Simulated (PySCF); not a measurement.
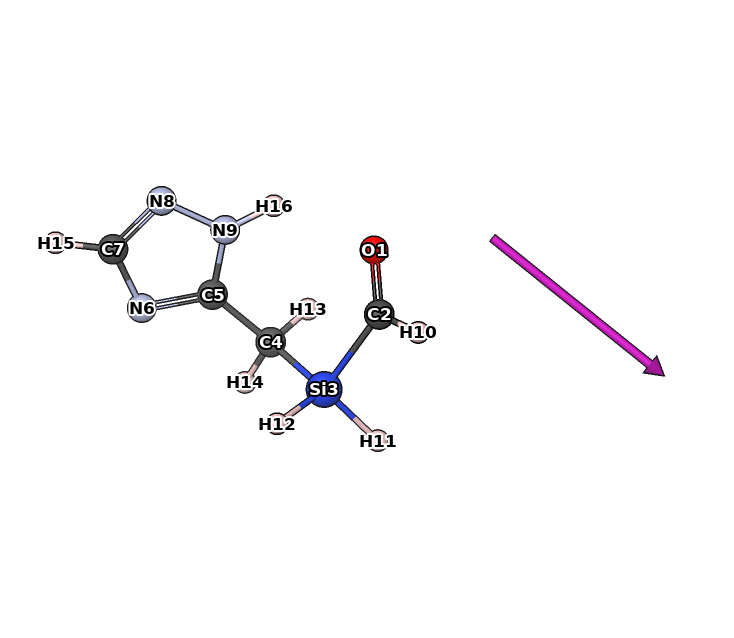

The arrow beside the molecule shows the direction of the dipole moment, from the negative to the positive end (its length means nothing). The geometry was computed by an optimisation with GFN2-xTB. No frequency run is at hand to confirm it as a minimum. Level of theory: B3LYP/def2-SVPD, gas phase (PySCF 2.14.0).

### Estimate the dipole moment.

4.14 D; it points from the side of H15 to the side of H11 (the outermost atoms at the two ends).

The geometry is semi-empirical. Around Si such bond lengths and angles can be off by a tenth of an ångström or more and by several degrees, and values that hang on the shape move with them.
